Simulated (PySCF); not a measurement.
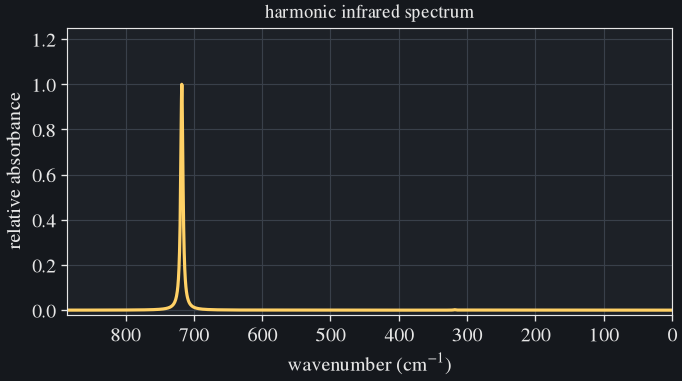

Unscaled harmonic wavenumbers and double-harmonic intensities, PBE0/def2-TZVP (ECP), PySCF, isolated molecule. Structures are the lowest points that the searches found. Degenerate modes count as one line, with their intensities summed. Lorentzian lines of 4 cm⁻¹ full width. Close modes add up in the curve.

### Which molecule gives this infrared spectrum?
A. ZrCl₄, singlet
B. PbH₂, singlet
C. BI₃, singlet

C. It has its most intense lines at 717.6 cm⁻¹.
